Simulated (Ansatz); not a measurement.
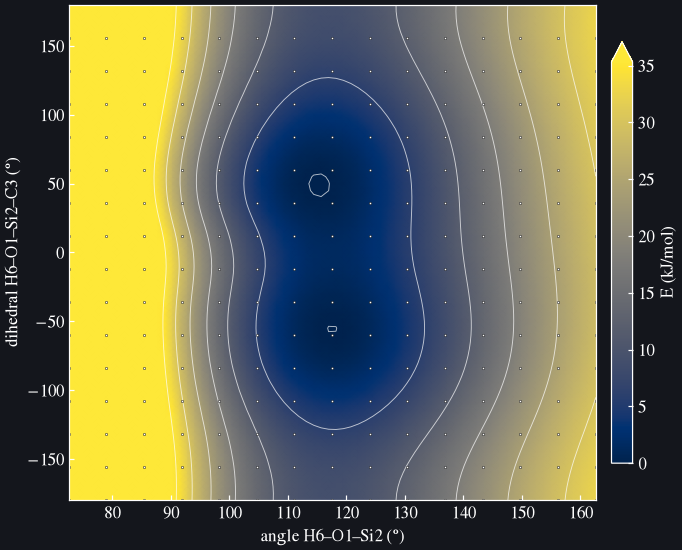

CH₄BrFOSi, SMILES O[SiH2]C(F)Br. 
- The first coordinate is: angle H6–O1–Si2; the second: dihedral H6–O1–Si2–C3.
- Nothing is relaxed (all other coordinates rigid).
- The scan uses a 15 × 15 grid.
- Points are written as (first, second).
- Energies are in kJ/mol, from the lowest grid point.
- Level of theory: RKS PBE0-D4/def2-SVP in Ansatz.

Drawn: a smooth colour map with a few white contour lines, dots at the grid points, one colour for all values above the top of the scale. Between grid points the surface is interpolated.

The lowest grid point is at (117.6°, −60°); the map holds 2 wells of about this depth. The highest grid point, (72.6°, −180°), lies 109 kJ/mol above the lowest. On the interpolated surface the easiest way out of the lowest well to a well of about the same depth near (117.6°, 60°) passes a barrier of about 1.5 kJ/mol. Round the minimum the two coordinates are nearly uncoupled.

The level of theory is changed to Ansatz 0.2.0, RHF/def2-SVP; with it change the reference geometry, relaxed at the new level; the new grid has 13 × 12 points, laid about the new relaxed structure.

What does this change do to the map?

The minimum (interpolated where it lies between grid points) moves from about (118°, −55°) to about (122°, −60°). The easiest pass out of the lowest well goes from about 1.5 to about 2 kJ/mol on the interpolated surfaces. The curvature at the minimum changes by less than a tenth (about 2) eV/rad² along angle H6–O1–Si2 and from about 0.091 to 0.1 eV/rad² along dihedral H6–O1–Si2–C3.

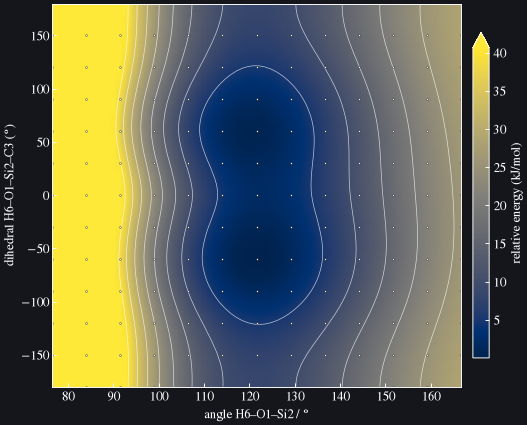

The map after the change, on a colour scale of its own. In the figure: a smooth colour map with a few white contour lines, dots at the grid points, one colour for all values above the top of the scale. Between grid points the surface is interpolated.
